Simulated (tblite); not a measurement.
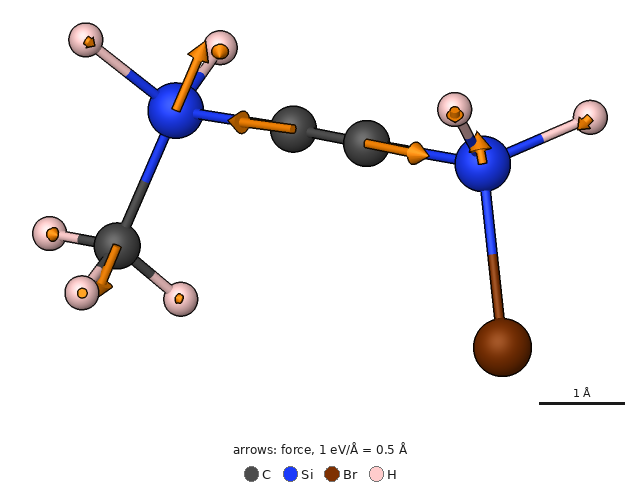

Starting geometry of C$_{3}$H$_{7}$BrSi$_{2}$ with the computed forces as orange arrows. Style: ball-and-stick. Shown from a free direction.

Theory: tblite, GFN2-xTB geometry optimisation, gas phase. 

What follows when this structure is relaxed?

Answer. It isn't relaxed: the largest force vector, on a C atom, is 2.11 eV/Å. The final displacements have little in common with the starting forces (cosine between the two patterns 0.16). The energy falls by 3.01 kcal/mol in 50 geometry steps. The atom that moves furthest after the best rigid fit is the Br atom (0.19 Å). Largest moves by element: Br 0.19 Å, H 0.15 Å, C 0.10 Å, Si 0.09 Å. Among the contacts that change: C–Si 1.836 → 1.896 Å, H–Si 1.500 → 1.468 Å, C–Si 1.885 → 1.857 Å, C–Si 1.866 → 1.840 Å. Bond angles that change, for instance: H–Si–H 109.0° → 114.9°, C–Si–C 112.2° → 107.4°, H–Si–H 106.9° → 111.3°.
